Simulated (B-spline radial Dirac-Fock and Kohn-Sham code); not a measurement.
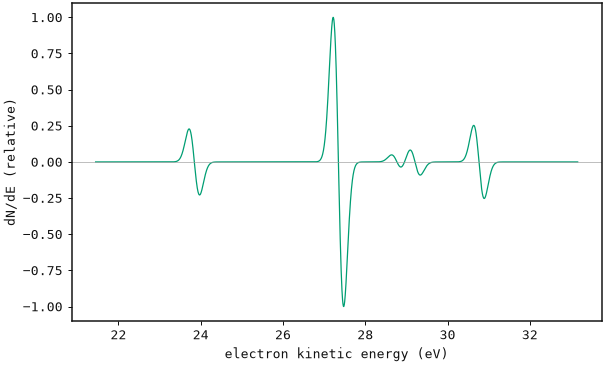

The Auger multiplet of an N5 hole with both final holes in O23, broadened by 0.30 eV full width and differentiated. Kinetic energies count from the vacuum level; very weak lines are left out. Lines are named by their largest jj component, which in light atoms can differ from the customary names. The figure is for Ba²⁺ ([Xe]). Computed with a B-spline radial atomic code: Dirac–Fock ΔSCF energies in intermediate coupling of the two holes, Coulomb rates, valence shells as spectators.

Q: How wide is the N5 level from this decay?

A: 0.0410 eV from this multiplet.

Q: Which line is strongest?

A: N5-O2O3 J=2 at 27.35 eV, 62 % of the multiplet.
